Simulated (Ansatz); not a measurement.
# H₄OSSi: ionisation energy by level of theory

Aim: the vertical ionisation energy of H₄OSSi, as cation minus neutral at the neutral's geometry, on several levels, and how well −ε(HOMO) stands in for it.

The runs use Ansatz 0.2.0, Gaussian basis; unrestricted cation, the program's frozen cores in correlated methods.

The runs, in order: UKS PBE-D4/def2-TZVPP; UKS r2SCAN-D4/def2-TZVPP; UKS PBE0-D4/def2-TZVPP; UKS B3LYP-D4/def2-TZVPP; UKS wB97X-V/def2-TZVPP; UKS wB97M-V/def2-TZVPP; UKS B2PLYP/def2-TZVPP; UHF-CCSD(T)/def2-TZVPP; UHF-MP2/def2-QZVPP; extrapolation to the limit; then −ε(HOMO) from the neutral's earlier runs with LDA (SPW92), PBE-D4, revPBE-D4, BLYP-D4, r2SCAN-D4, B97M-V, PBE0-D4, B3LYP-D4, r2SCANh-D4, r2SCAN0-D4, HSE06-D4, BHLYP-D4, CAM-B3LYP-D4, LC-ωPBE, ωB97X-V, ωB97M-V.

### Step 1. The relaxed structure

The geometry comes from an earlier relaxation with PBE0-D4 in a triple-zeta def2 set; it is a stationary point, not always the lowest conformer.

SMILES `O[SiH2]S`, 7 atoms, charge 0, spin multiplicity 1.

Atoms are counted from 1 here; the program's logs count them from 0.

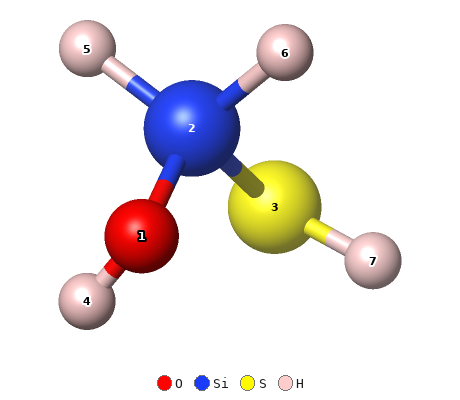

The geometry (oxygen red, silicon blue, sulfur yellow, hydrogen pink); atoms are numbered from 1 in the order of the file.

### Step 2. Cation, UKS PBE-D4/def2-TZVPP

Input file in.yaml:

```yaml
crystal:
  periodic: [false, false, false]
  atoms:
    - {symbol: O, position_ang: [-1.434573, -0.381955, 0.184855]}
    - {symbol: Si, position_ang: [-0.047545, 0.496498, 0.172960]}
    - {symbol: S, position_ang: [1.565255, -0.475672, -0.828761]}
    - {symbol: H, position_ang: [-1.745321, -0.722394, -0.656092]}
    - {symbol: H, position_ang: [-0.184935, 1.770495, -0.576251]}
    - {symbol: H, position_ang: [0.257218, 0.727894, 1.600361]}
    - {symbol: H, position_ang: [1.651104, -1.482966, 0.057228]}
basis:
  gaussian: {orbitals: def2-TZVPP}
total_charge: 1
magnetization: {spin_polarized: true, initial_magnetization: 1}
hamiltonian: {xc: pbe, dispersion: d4}
```

Launch:

```bash
> ansatz run in.yaml --threads 2 --pin off --events-out ev --progress --plain --max-ram 4352MiB
```

After this run come: Cation, UKS r2SCAN-D4/def2-TZVPP; Cation, UKS PBE0-D4/def2-TZVPP; Cation, UKS B3LYP-D4/def2-TZVPP; Cation, UKS wB97X-V/def2-TZVPP; Cation, UKS wB97M-V/def2-TZVPP; Cation, UKS B2PLYP (frozen core)/def2-TZVPP; Cation, UHF-CCSD(T)/def2-TZVPP; Cation, UHF-MP2/def2-QZVPP.

Before running them: what should the planned runs give, taken together? Wanted: ionisation energy, CCSD(T)/CBS; nearest functional by difference; nearest −ε(HOMO); −ε(HOMO) of PBE; T1 of the cation.

As calculated:

```
                        quantity               value
  ionisation energy, CCSD(T)/CBS            10.27 eV
nearest functional by difference  ωB97X-V (-0.12 eV)
                nearest −ε(HOMO)  ωB97X-V (-0.19 eV)
                 −ε(HOMO) of PBE             6.45 eV
                T1 of the cation               0.018
```

**Reading.** By cation minus neutral, the functionals miss by 0.45 eV at most. −ε(HOMO) of PBE misses by 3.8 eV, since self-interaction lifts the level. Among orbital estimates ωB97X-V comes nearest. Hartree-Fock falls 1.22 eV short, as the neutral has more correlation energy than the cation.
